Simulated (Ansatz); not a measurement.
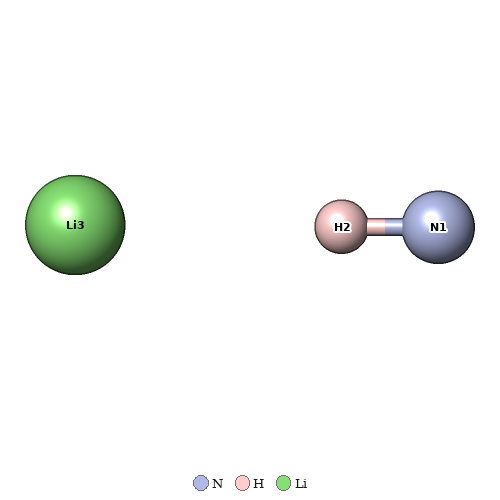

The system is N + HLi, spin multiplicity 4; the picture shows the reference structure. Coordinates scanned: (1) distance N1–H2; (2) distance H2–Li3. Nothing is relaxed (the angle N1–H2–Li3 is fixed at 180 degrees). The grid has 16 × 16 points. Points are written as (first, second). Energies: eV, counted from the lowest grid point. Computed with UKS B3LYP-D4/aug-cc-pVTZ in Ansatz 0.2.0.

Its coordinates:

```csv
atom,x (Å),y (Å),z (Å)
N,-1.0630,0.0000,0.0000
H,0.0000,0.0000,0.0000
Li,2.9320,0.0000,0.0000
```

Range: distance N1–H2 from 0.816 to 2.816 Å; distance H2–Li3 from 1.272 to 3.272 Å.

### What landscape does the calculation give?

The lowest grid point is at (1.063 Å, 2.932 Å). Other grid points that lie below all their neighbours: (1.997 Å, 1.631 Å) (1.24 eV higher). The highest grid point, (2.816 Å, 3.272 Å), lies 3.18 eV above the lowest.

```tsv
distance H2–Li3 ↓, distance N1–H2 →	0.875	1.063	1.295	1.559	1.846	2.152	2.476	2.816
3.272	0.75	0.01	0.67	1.72	2.51	2.92	3.09	3.18
2.932	0.76	0.00	0.62	1.60	2.31	2.65	2.80	2.87
2.608	0.79	0.01	0.58	1.45	2.04	2.30	2.40	2.45
2.302	0.86	0.05	0.55	1.29	1.73	1.90	1.96	2.00
2.015	1.03	0.18	0.58	1.17	1.45	1.54	1.58	1.61
1.751	1.27	0.40	0.72	1.14	1.27	1.29	1.32	1.34
1.519	1.60	0.74	1.01	1.28	1.29	1.27	1.27	1.29
1.331	2.07	1.24	1.52	1.71	1.63	1.57	1.56	1.57
```

The table holds every second grid line.

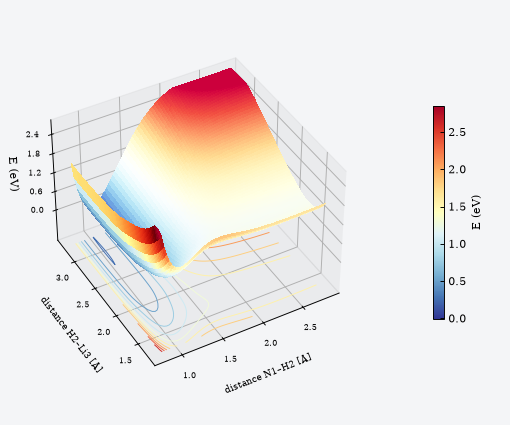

Drawn: a relief with its contours projected below, any walls above the top of the colour scale cut off. Between grid points the surface is interpolated.

Time for the 256 points that were run: 12 min on 1 thread of Arm Neoverse V2 (shared host).
